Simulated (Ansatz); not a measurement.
```xyz
16

Fe    0.2580    0.0004    0.0035
F    -0.1591    0.0099    1.9881
F     0.3000   -0.0111   -1.9729
F     2.2420    0.0118    0.2040
N    -1.7953   -0.0081    0.0283
H    -2.2549   -0.8376   -0.3366
H    -2.2606    0.8156   -0.3425
H    -1.7620   -0.0040    1.0586
N     0.5489    2.0106   -0.0564
H     0.4086    2.3613   -1.0011
H     1.5495    1.8458    0.1065
H     0.1671    2.6362    0.6478
N     0.5684   -2.0065   -0.0578
H     0.4409   -2.3319   -1.0136
H     0.1824   -2.6525    0.6252
H     1.5659   -1.8400    0.1189
```

Geometry: B3LYP-D4/def2-SVPD; the highest occupied orbital lies above zero, a sign that basis and functional describe the outermost electron poorly.

Computed with RKS PBE0-D4/def2-TZVPD in Ansatz 0.2.0.

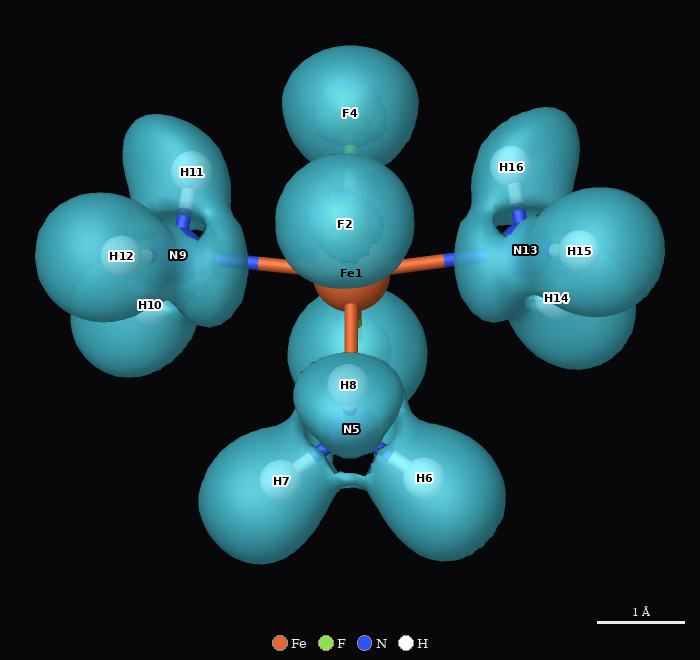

F3FeH9N3 (charge −1). Isosurface of the electron localisation function at 0.75 (cyan), seen at a tilt. Core shells and regions of very low density are left out.

Q: Where are the electrons localised?

A: At this value the surface marks out three regions wrapped around F (the valence shell of each) and three joined regions spread over several atoms (H, N), in which their bonds and any lone pairs are merged.

Values along the shortest contacts:
Fe–F (1.98 Å): the ELF peaks at about 0.85 in the valence shell of F, 0.6 Å from its nucleus, and is about 0.10 at the midpoint. Fe–N (2.03 Å): the ELF peaks at about 0.95 in the valence shell of N, 0.7 Å from its nucleus, and is about 0.20 at the midpoint.
